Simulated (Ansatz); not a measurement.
# Geometry relaxation, with input and output: SnNH3O

SnNH3O, computed with RKS PBE-D4/def2-SVP (Ansatz 0.2.0).

The geometry: force-field start. Figures and captions count atoms from 1; the log counts them from 0 in places.

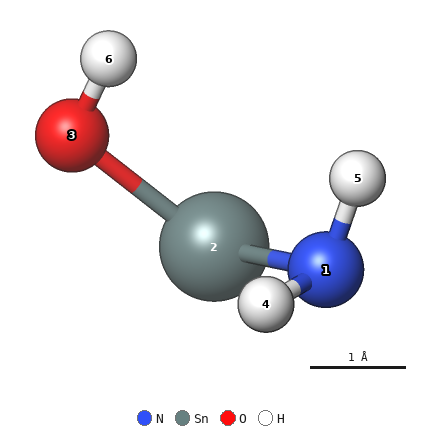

Fig. 1: The starting structure (ball-and-stick view, seen at a tilt; atoms are numbered from 1 in the order of the input). Sticks mark near contacts. Bond lengths as drawn: H–N 1.07 to 1.10 Å, H–O 0.99 Å, N–Sn 2.00 Å and O–Sn 1.96 Å.

The input:
```yaml
crystal:
  periodic: [false, false, false]
  atoms:
    - {symbol: N, position_ang: [-0.987500, -0.230600, -0.905300]}
    - {symbol: Sn, position_ang: [0.281500, -1.289000, 0.217300]}
    - {symbol: O, position_ang: [1.564700, -0.065900, 1.051000]}
    - {symbol: H, position_ang: [-0.389100, 0.366100, -1.606300]}
    - {symbol: H, position_ang: [-1.471500, 0.504900, -0.292500]}
    - {symbol: H, position_ang: [1.044000, 0.650400, 1.489700]}
basis:
  gaussian: {orbitals: def2-SVP}
hamiltonian: {xc: pbe, dispersion: d4}
relax: {f_tol: 0.03, max_steps: 200}
```

Launched with:
```bash
ansatz run in.yaml --threads 4 --pin off --events-out ev --progress --plain --max-ram 10444MiB
```

Output:
```
Functional definition: PBE
  name "PBE"
  cite "Perdew, Burke & Ernzerhof, Phys. Rev. Lett. 77, 3865 (1996) doi:10.1103/PhysRevLett.77.3865"
  parent pbe
  parameter kappa = 0.804
  parameter beta = 0.06672455060314922
  exchange = pbe_x(kappa = kappa, mu = beta*pi^2/3)
  correlation = pbe_c(beta = beta)
780 factors; their error is unknown
mean field evaluation 1: about -9395.7091 eV, gradient 8.6e1 eV
mean field evaluation 2: about -9284.5136 eV, gradient 2.0e2 eV
mean field evaluation 4: about -9406.6107 eV, gradient 4.2e1 eV
mean field evaluation 8: about -9410.3881 eV, gradient 1.1e-1 eV
mean field evaluation 16: about -9410.3667 eV, gradient 2.5e-4 eV
mean field -9410.36666186 eV, -345.8245962477 hartree, gradient 4.6e-5 eV, S^2 0.000000; 0 other end points of the search recorded, 0 dependent functions left out
the calculation of the forces begins
reference -9410.36669382 eV, -345.8245974222 hartree; 20, 20 occupied and 49, 49 virtual orbitals, 780 factors
relax step   1: F+E_penalty+E_count = -9410.46957647 eV  Δ(F+E_penalty+E_count) = +0.000e0 eV  max|allowed force component| = 3.351e0 eV/Å  Δτ_max = 0.0000 Å  (26 SCF iters, accepted)
these checks for a lower state are left out or cut short: starts, cluster_reference, orbital_swaps, neighbouring_geometries, increment
780 factors; their error is unknown
mean field -9410.80019841 eV, -345.8405284220 hartree, gradient 2.4e-5 eV, S^2 0.000000; 0 other end points of the search recorded, 0 dependent functions left out
[... from here on the field's lines of each further geometry are left out, up to the last ...]
relax step   2: F+E_penalty+E_count = -9410.90203431 eV  Δ(F+E_penalty+E_count) = -4.325e-1 eV  max|allowed force component| = 1.836e0 eV/Å  Δτ_max = 0.1944 Å  (34 SCF iters, accepted)
relax step   3: F+E_penalty+E_count = -9410.89590854 eV  Δ(F+E_penalty+E_count) = +6.126e-3 eV  max|allowed force component| = 2.767e0 eV/Å  Δτ_max = 0.1949 Å  (34 SCF iters, rejected (line search))
relax step   4: F+E_penalty+E_count = -9410.97214791 eV  Δ(F+E_penalty+E_count) = -7.011e-2 eV  max|allowed force component| = 1.914e0 eV/Å  Δτ_max = 0.0961 Å  (29 SCF iters, accepted)
relax step   5: F+E_penalty+E_count = -9411.06314065 eV  Δ(F+E_penalty+E_count) = -9.099e-2 eV  max|allowed force component| = 4.224e-1 eV/Å  Δτ_max = 0.1000 Å  (29 SCF iters, accepted)
relax step   6: F+E_penalty+E_count = -9411.09469030 eV  Δ(F+E_penalty+E_count) = -3.155e-2 eV  max|allowed force component| = 5.405e-1 eV/Å  Δτ_max = 0.1452 Å  (33 SCF iters, accepted)
relax step   7: F+E_penalty+E_count = -9411.16241775 eV  Δ(F+E_penalty+E_count) = -6.773e-2 eV  max|allowed force component| = 8.601e-1 eV/Å  Δτ_max = 0.1918 Å  (33 SCF iters, accepted)
relax step   8: F+E_penalty+E_count = -9411.22037057 eV  Δ(F+E_penalty+E_count) = -5.795e-2 eV  max|allowed force component| = 1.596e0 eV/Å  Δτ_max = 0.1930 Å  (33 SCF iters, accepted)
relax step   9: F+E_penalty+E_count = -9411.35480058 eV  Δ(F+E_penalty+E_count) = -1.344e-1 eV  max|allowed force component| = 8.584e-1 eV/Å  Δτ_max = 0.2000 Å  (33 SCF iters, accepted)
relax step  10: F+E_penalty+E_count = -9411.40729077 eV  Δ(F+E_penalty+E_count) = -5.249e-2 eV  max|allowed force component| = 6.798e-1 eV/Å  Δτ_max = 0.2000 Å  (33 SCF iters, accepted)
relax step  11: F+E_penalty+E_count = -9411.40476085 eV  Δ(F+E_penalty+E_count) = +2.530e-3 eV  max|allowed force component| = 1.310e0 eV/Å  Δτ_max = 0.1914 Å  (33 SCF iters, rejected (line search))
relax step  12: F+E_penalty+E_count = -9411.44607152 eV  Δ(F+E_penalty+E_count) = -3.878e-2 eV  max|allowed force component| = 3.193e-1 eV/Å  Δτ_max = 0.0953 Å  (29 SCF iters, accepted)
relax step  13: F+E_penalty+E_count = -9411.45669114 eV  Δ(F+E_penalty+E_count) = -1.062e-2 eV  max|allowed force component| = 1.940e-1 eV/Å  Δτ_max = 0.1000 Å  (28 SCF iters, accepted)
relax step  14: F+E_penalty+E_count = -9411.46021329 eV  Δ(F+E_penalty+E_count) = -3.522e-3 eV  max|allowed force component| = 5.213e-2 eV/Å  Δτ_max = 0.0363 Å  (28 SCF iters, accepted)
the calculation of the forces begins
reference -9411.35716208 eV, -345.8609964595 hartree; 20, 20 occupied and 49, 49 virtual orbitals, 780 factors
relax step  15: F+E_penalty+E_count = -9411.46040720 eV  Δ(F+E_penalty+E_count) = -1.939e-4 eV  max|allowed force component| = 8.369e-3 eV/Å  Δτ_max = 0.0080 Å  (28 SCF iters, accepted)
780 factors; their error is unknown
mean field evaluation 128: about -9260.4084 eV, gradient 2.0e2 eV
```

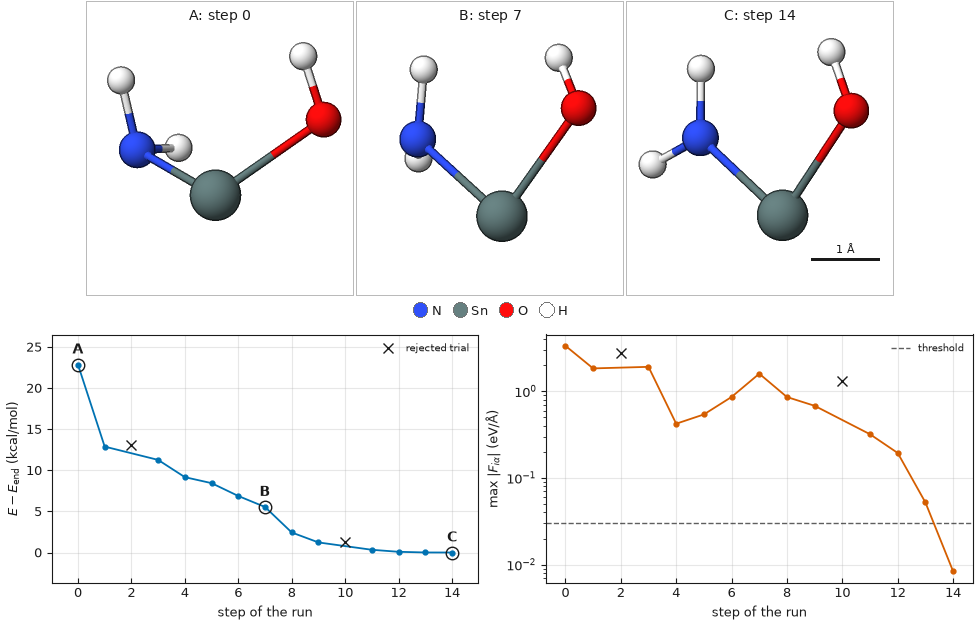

Fig. 2: Frames of the relaxation (ball-and-stick view, seen at an oblique angle) above the curves, on which the letters mark them (the first geometry is step 0 here and step 1 in the log).

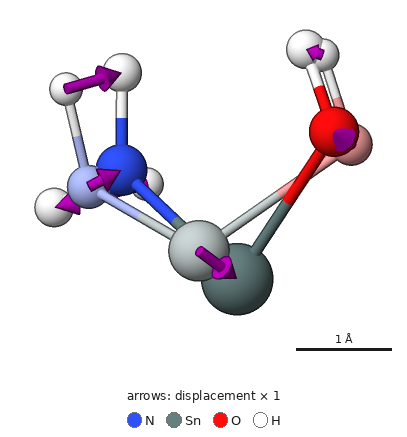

Fig. 3: Start (faint) and end (solid) with the displacements as pink arrows, at true length (ball-and-stick view, seen at an oblique angle). The two geometries are laid on each other by the best rigid fit. The atom that moves furthest after the best rigid fit is H4 (1.04 Å). Largest moves by element: H 1.04 Å, Sn 0.59 Å, O 0.46 Å, N 0.39 Å. Among the contacts that change: Sn2–O3 1.959 → 2.033 Å, N1–H4 1.098 → 1.025 Å, N1–Sn2 1.998 → 2.065 Å, N1–H5 1.073 → 1.026 Å. Among the angles that change: Sn2–N1–H5 109.2° → 126.4°, Sn2–N1–H4 107.5° → 123.5°, N1–Sn2–O3 108.9° → 96.3°. Over 14 geometry steps the energy falls by 22.8 kcal/mol. The largest force component goes from 3.4 to 0.0084 eV/Å. The line search rejected the trial steps at points 2, 10 (counted from 0) and went back. (Atoms are counted from 1 in the order of the input.)

```
mean field -9411.35712991 eV, -345.8609952771 hartree, gradient 1.4e-5 eV, S^2 0.000000; 1 other end points of the search recorded, 0 dependent functions left out
the calculation of the forces begins
reference -9411.35716208 eV, -345.8609964595 hartree; 20, 20 occupied and 49, 49 virtual orbitals, 780 factors
Total energy: -9411.46043938 eV, -345.8647918302 hartree
Atom 0 at    -0.660513     0.041690    -0.845376 Å, force     0.007450    -0.005339     0.003318 eV/Å
Atom 1 at     0.684467    -1.341316    -0.108267 Å, force    -0.006432     0.008369    -0.000211 eV/Å
Atom 2 at     1.279361    -0.241164     1.494993 Å, force    -0.002034    -0.001125    -0.004956 eV/Å
Atom 3 at    -1.218581    -0.108175    -1.691715 Å, force     0.001805    -0.002768    -0.000284 eV/Å
Atom 4 at    -0.870284     0.961117    -0.442341 Å, force    -0.001825     0.002224     0.001603 eV/Å
Atom 5 at     0.827649     0.623748     1.546607 Å, force     0.001035    -0.001361     0.000531 eV/Å
Dipole moment:    -0.345496     0.184687    -0.318839 e Å
```

Trajectory as extended XYZ (Å, eV, eV/Å), 15 frames, from step=1 to step=15:
```
6
Properties=species:S:1:pos:R:3:forces:R:3 step=1 energy=-9410.46958
N    -0.9875   -0.2306   -0.9053   -0.7052   3.3069  -1.3739
Sn    0.2815   -1.2890    0.2173    0.4848  -3.3505   0.2152
O     1.5647   -0.0659    1.0510    0.4697   1.5076   1.2027
H    -0.3891    0.3661   -1.6063   -1.2237  -0.9155   1.2432
H    -1.4715    0.5049   -0.2925    0.4189  -0.6749  -0.9687
H     1.0440    0.6504    1.4897    0.5556   0.1265  -0.3186
6
Properties=species:S:1:pos:R:3:forces:R:3 step=2 energy=-9410.90203
N    -0.9586   -0.1845   -0.8894    0.0255   1.0195  -0.1155
Sn    0.3334   -1.4701    0.2026    0.1157   0.1666  -0.1484
O     1.5397   -0.1262    1.1720   -1.2098   1.7465   0.6007
H    -0.4196    0.4375   -1.5539   -0.3663  -0.5926   0.5470
H    -1.5040    0.5070   -0.3158    0.3123  -0.5036  -0.2850
H     1.0512    0.7722    1.3384    1.1226  -1.8364  -0.5988
6
Properties=species:S:1:pos:R:3:forces:R:3 step=3 energy=-9410.89591 accepted=F
N    -0.9539   -0.1768   -0.8911    0.1417   0.7601  -0.0382
Sn    0.3611   -1.4615    0.1621    0.1182  -0.1166   0.1014
O     1.4659   -0.1783    1.3280   -1.2349   2.7667  -0.6386
H    -0.4145    0.4785   -1.5052   -0.2801  -0.3584   0.2138
H    -1.5212    0.4643   -0.2947    0.1988  -0.2934  -0.1478
H     1.1047    0.8098    1.1548    1.0563  -2.7584   0.5093
6
Properties=species:S:1:pos:R:3:forces:R:3 step=4 energy=-9410.97215
N    -0.9553   -0.1723   -0.8825    0.0633   0.3996   0.0213
Sn    0.3564   -1.4674    0.1719    0.1081   0.1051  -0.0409
O     1.4997   -0.1512    1.2558   -1.1079   1.8352   0.0565
H    -0.4324    0.4395   -1.5426   -0.1286  -0.2318   0.1276
H    -1.4962    0.4977   -0.3022    0.1113  -0.1938  -0.0440
H     1.0700    0.7896    1.2535    0.9538  -1.9143  -0.1205
6
Properties=species:S:1:pos:R:3:forces:R:3 step=5 energy=-9411.06314
N    -0.9195   -0.1486   -0.8491    0.0154  -0.1507  -0.0094
Sn    0.3775   -1.4869    0.1487    0.0889   0.1470  -0.0115
O     1.4145   -0.1350    1.2819   -0.2515   0.3060   0.0326
H    -0.4333    0.4350   -1.5453   -0.0499   0.0114  -0.0687
H    -1.4385    0.4986   -0.2414    0.0158   0.1087   0.0720
H     1.0415    0.7729    1.1591    0.1811  -0.4224  -0.0150
6
Properties=species:S:1:pos:R:3:forces:R:3 step=6 energy=-9411.09469
N    -0.9012   -0.1319   -0.8131    0.1130   0.3168  -0.1595
Sn    0.4298   -1.4905    0.1054    0.1052   0.2152  -0.0188
O     1.3539   -0.1278    1.3238    0.0558  -0.5405   0.1406
H    -0.4932    0.3785   -1.6316   -0.4558  -0.2715   0.5189
H    -1.3315    0.5584   -0.1636    0.3404  -0.1016  -0.3907
H     0.9842    0.7492    1.1330   -0.1585   0.3816  -0.0904
6
Properties=species:S:1:pos:R:3:forces:R:3 step=7 energy=-9411.16242
N    -0.9005   -0.1133   -0.7887    0.3282   0.2920  -0.1411
Sn    0.4950   -1.4657    0.0527    0.0183   0.1544  -0.1641
O     1.3388   -0.1361    1.3555   -0.1306  -0.2346   0.0848
H    -0.6207    0.2724   -1.7279   -0.5030  -0.2106   0.8601
H    -1.1782    0.6531   -0.1355    0.2781  -0.1802  -0.6532
H     0.9077    0.7254    1.1979    0.0091   0.1790   0.0136
6
Properties=species:S:1:pos:R:3:forces:R:3 step=8 energy=-9411.22037
N    -0.8739   -0.0874   -0.7553    0.4926   0.2786  -0.7569
Sn    0.5693   -1.4424   -0.0116   -0.0287   0.3256  -0.0103
O     1.2945   -0.1480    1.4111   -0.0770  -0.5503  -0.0836
H    -0.7719    0.1696   -1.7896   -0.4192  -0.1577   1.5957
H    -1.0272    0.7449   -0.1410    0.1147  -0.2804  -0.7825
H     0.8512    0.6993    1.2404   -0.0825   0.3841   0.0376
6
Properties=species:S:1:pos:R:3:forces:R:3 step=9 energy=-9411.35480
N    -0.7662   -0.0809   -0.7498   -0.4294   0.8584  -0.6296
Sn    0.6175   -1.4101   -0.0445    0.4320  -0.3232   0.1212
O     1.2753   -0.1824    1.4479   -0.1062  -0.1485  -0.0177
H    -0.9603    0.1185   -1.7460   -0.0206  -0.4901   0.1786
H    -0.9610    0.8099   -0.2755    0.0944  -0.0161   0.2533
H     0.8369    0.6810    1.3218    0.0299   0.1195   0.0942
6
Properties=species:S:1:pos:R:3:forces:R:3 step=10 energy=-9411.40729
N    -0.7469   -0.0577   -0.7344   -0.2694   0.6798  -0.5341
Sn    0.6854   -1.3899   -0.1028    0.1799  -0.0869   0.1683
O     1.2382   -0.1910    1.4548    0.0320  -0.1726  -0.0715
H    -1.0995    0.0257   -1.7030    0.0455  -0.3036   0.2582
H    -0.7910    0.8947   -0.3378    0.0123  -0.1983   0.0863
H     0.7559    0.6541    1.3771   -0.0003   0.0816   0.0928
6
Properties=species:S:1:pos:R:3:forces:R:3 step=11 energy=-9411.40476 accepted=F
N    -0.7147   -0.0019   -0.7893   -0.7530   0.4701  -1.1825
Sn    0.7194   -1.3241   -0.1050   -0.0741  -0.3647  -0.2923
O     1.2903   -0.2371    1.4962   -0.2052   0.5713   0.1482
H    -1.2526   -0.0891   -1.7065    0.8183   0.0140   1.3099
H    -0.7744    0.9858   -0.4776   -0.0352  -0.3902  -0.0647
H     0.7741    0.6024    1.5362    0.2492  -0.3006   0.0814
6
Properties=species:S:1:pos:R:3:forces:R:3 step=12 energy=-9411.44607
N    -0.6962   -0.0012   -0.7776   -0.1903   0.2927  -0.3193
Sn    0.6925   -1.3707   -0.1011   -0.0270  -0.0146  -0.0336
O     1.2577   -0.2215    1.4734    0.0350   0.0211   0.0642
H    -1.1583   -0.0491   -1.6989    0.0958  -0.0901   0.2419
H    -0.8380    0.9449   -0.3911    0.0566  -0.2122  -0.0150
H     0.7844    0.6334    1.4491    0.0299   0.0030   0.0618
6
Properties=species:S:1:pos:R:3:forces:R:3 step=13 energy=-9411.45669
N    -0.6910    0.0231   -0.8294   -0.0217   0.1940   0.0217
Sn    0.6848   -1.3312   -0.1009    0.0274  -0.1600  -0.0641
O     1.2856   -0.2454    1.5083   -0.0357   0.0332  -0.0398
H    -1.2005   -0.0915   -1.7122    0.0243  -0.0519   0.0347
H    -0.8767    0.9577   -0.4436    0.0062  -0.0737  -0.0164
H     0.8400    0.6232    1.5316   -0.0005   0.0584   0.0638
6
Properties=species:S:1:pos:R:3:forces:R:3 step=14 energy=-9411.46021
N    -0.6628    0.0410   -0.8435    0.0227  -0.0278   0.0068
Sn    0.6813   -1.3446   -0.1045   -0.0174   0.0347  -0.0130
O     1.2850   -0.2372    1.4908    0.0089  -0.0521  -0.0043
H    -1.2136   -0.1051   -1.6955    0.0012   0.0001   0.0151
H    -0.8721    0.9603   -0.4396    0.0001  -0.0003  -0.0065
H     0.8243    0.6215    1.5462   -0.0154   0.0454   0.0020
6
Properties=species:S:1:pos:R:3:forces:R:3 step=15 energy=-9411.46041
N    -0.6605    0.0417   -0.8454    0.0075  -0.0053   0.0033
Sn    0.6845   -1.3413   -0.1083   -0.0064   0.0084  -0.0002
O     1.2794   -0.2412    1.4950   -0.0020  -0.0011  -0.0050
H    -1.2186   -0.1082   -1.6917    0.0018  -0.0028  -0.0003
H    -0.8703    0.9611   -0.4423   -0.0018   0.0022   0.0016
H     0.8276    0.6237    1.5466    0.0010  -0.0014   0.0005
```

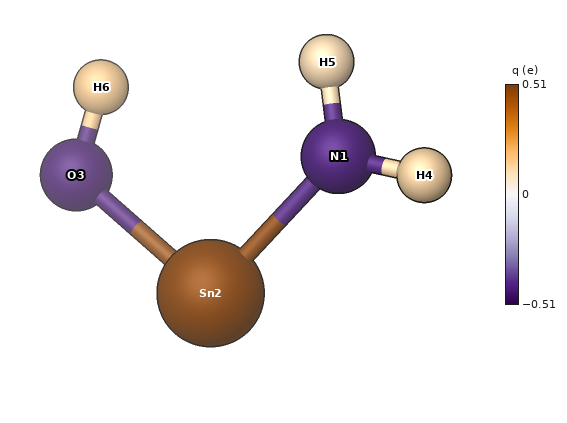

Fig. 4: Mulliken charges, as the colour of each atom (ball-and-stick view, seen at a tilt; atoms are numbered from 1 in the order of the input). By element: N −0.42, Sn +0.49, O −0.46 and H +0.11 to +0.16 e.

Key numbers:

| quantity | value |
| --- | --- |
| outcome | converged |
| total energy | −9411.4604 eV |
| mean-field energy | −9411.3572 eV |
| dispersion energy | −0.1033 eV |
| SCF solution under orbital rotations | stable |
| largest force (length of the vector) at the end | 0.011 eV/Å |
| dipole moment | 2.43 D |
| hardware | 4 threads of Arm Neoverse V2, 23 GiB of memory available, shared host |
| wall time | 8 s (CPU time 25 s) |
| peak memory | 0.14 GiB |
